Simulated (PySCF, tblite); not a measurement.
# C7H14OSi: infrared bands and NMR shifts

Aim: predict the infrared bands and NMR shifts of C7H14OSi (`C=C/C(=C\CO[SiH3])CC`).

Programs: tblite 0.8.0 and PySCF 2.14.0, with density-fitted response routines of our own. Each step states its level of theory. These are calculated values for one molecule in the gas phase, unless marked as measured. Atoms are numbered from 0 throughout.

### Step 1. The starting structure

23 atoms, charge 0, multiplicity 1; geometry from: GFN2-xTB.

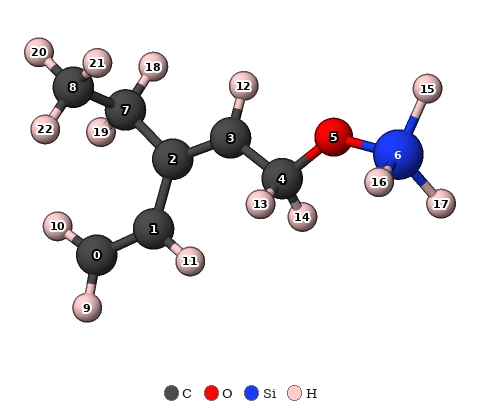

As it starts; carbon dark grey, oxygen red, silicon blue, hydrogen pink, atoms numbered.

### Step 2. Infrared spectrum with GFN2-xTB

Job settings and geometry (Å):

```
{"job": {"kind": "ir", "xc": "GFN2-xTB", "basis": "xTB"}, "charge": 0, "multiplicity": 1}
C     -1.377134    -0.687127     2.656972
C     -0.484991    -0.519564     1.685960
C     -0.757479    -0.467564     0.257021
C      0.218032    -0.244184    -0.630854
C      1.667984    -0.002475    -0.339630
O      2.344229     0.248042    -1.536583
Si     3.884611     0.676574    -1.776909
C     -2.176061    -0.628584    -0.224844
C     -2.931959     0.698818    -0.145416
H     -1.074833    -0.716888     3.690296
H     -2.431569    -0.799008     2.474352
H      0.556950    -0.412746     1.956461
H     -0.011039    -0.216327    -1.687039
H      1.788720     0.856371     0.336148
H      2.116649    -0.876666     0.155157
H      3.864014     0.808099    -3.223369
H      4.201749     1.926095    -1.076829
H      4.809893    -0.351714    -1.287862
H     -2.169683    -0.970836    -1.260993
H     -2.691086    -1.381308     0.372978
H     -3.958832     0.571316    -0.480241
H     -2.450936     1.440521    -0.778618
H     -2.941981     1.076140     0.873921
```

**Question.** This job is followed by: GIAO PBE0/pcSseg-1 NMR shielding, non-relativistic, gas phase. Predict these results of the whole session: strongest single infrared mode (GFN2-xTB); zero-point energy (GFN2-xTB); ¹³C shifts against TMS (PBE0/pcSseg-1); ¹H shifts against TMS (PBE0/pcSseg-1, means over atoms taken as alike); ¹⁷O shifts against H2O (PBE0/pcSseg-1); ²⁹Si shifts against TMS (PBE0/pcSseg-1).

**Answer**, as computed:

| quantity | value |
| --- | --- |
| strongest single infrared mode (GFN2-xTB) | 2206 cm⁻¹, 417 km/mol |
| zero-point energy (GFN2-xTB) | 116.5 kcal/mol |
| ¹³C shifts against TMS (PBE0/pcSseg-1) | 144.5, 142.5, 138.8, 119.4, 66.8, 30.7, 19.0 ppm |
| ¹H shifts against TMS (PBE0/pcSseg-1, means over atoms taken as alike) | 6.45, 5.98, 5.49, 5.44, 4.92, 4.77, 2.28, 1.14 ppm |
| ¹⁷O shifts against H2O (PBE0/pcSseg-1) | 9.9 ppm |
| ²⁹Si shifts against TMS (PBE0/pcSseg-1) | -37.9 ppm |

No mode is imaginary among the 63: a minimum at this level. The strongest single mode, at 2206 cm⁻¹, moves mainly H17 and H16. Unscaled tight-binding wavenumbers are off by several per cent, some by more. Its intensities can rank the bands wrongly.
